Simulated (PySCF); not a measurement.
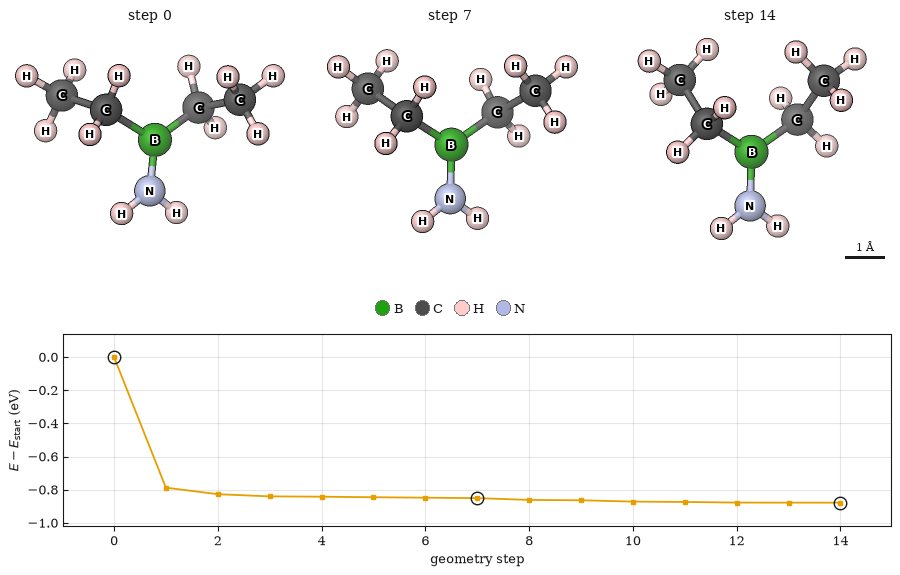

Frames of a relaxation of C4H12BN, marked on the history of the run. The picture is a ball-and-stick view, seen face on.

The start comes from GFN2-xTB. Its atoms were then displaced at random by about 0.03 Å.

All numbers below come from PBE0-D3(BJ)/def2-SVP geometry optimisation, gas phase (PySCF). 

What happens along the run?

Answer. The largest moves after the best rigid fit, 1.21 Å, are those of H atoms. Largest moves by element: H 1.21 Å, C 0.66 Å, N 0.39 Å, B 0.32 Å. Some distances before and after: B–C 1.714 → 1.588 Å, B–N 1.319 → 1.399 Å, B–C 1.518 → 1.589 Å, C–H 1.048 → 1.107 Å. Among the angles between lasting bonds that change: B–C–H 118.6° → 107.1°, C–B–N 126.6° → 119.4°, B–N–H 129.4° → 123.2°. Groups turn about B–C by about 35°, B–C by about 35°. After 14 geometry steps the energy has fallen by 0.878 eV. From step 0 to 7: H atoms move most (0.45 Å), energy −0.851 eV. From step 7 to 14: H atoms move most (0.80 Å), energy −0.027 eV.
